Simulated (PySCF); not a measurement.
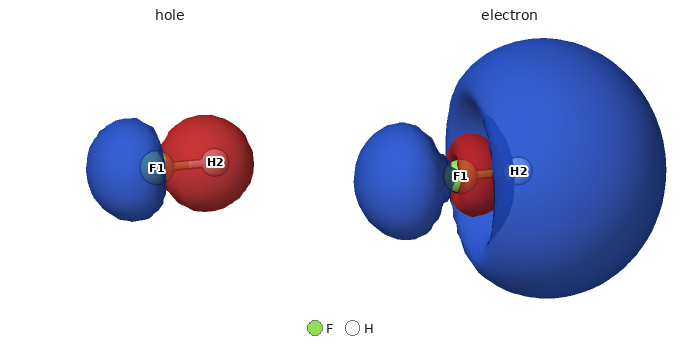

FH, SMILES `F`. Leading natural transition orbital pair of S₃ (full linear response singlet states); the surfaces enclose about 85 % of each orbital's density.

Computed with PySCF, M06-2X/6-311+G**, geometry: GFN2-xTB. No frequency check shows the geometry to be a minimum.

Cartesian coordinates (Å):

```
F1       0.0932    0.0000    0.0000
H2      -0.8392    0.0000    0.0000
```

Give its energy and the atoms that hole and electron lie on.

14.29 eV (87 nm), f = 0.240 (bright), partly diffuse acceptor orbital; the leading pair carries 91 %; hole on F1 (83 %) and H2 (17 %), electron on H2 (69 %) and F1 (31 %) (atom shares of so diffuse an orbital are rough); their centroids lie 1.0 Å apart. In canonical orbitals it is mainly HOMO−2 → LUMO (90 %). The HOMO–LUMO gap is 15.01 eV.
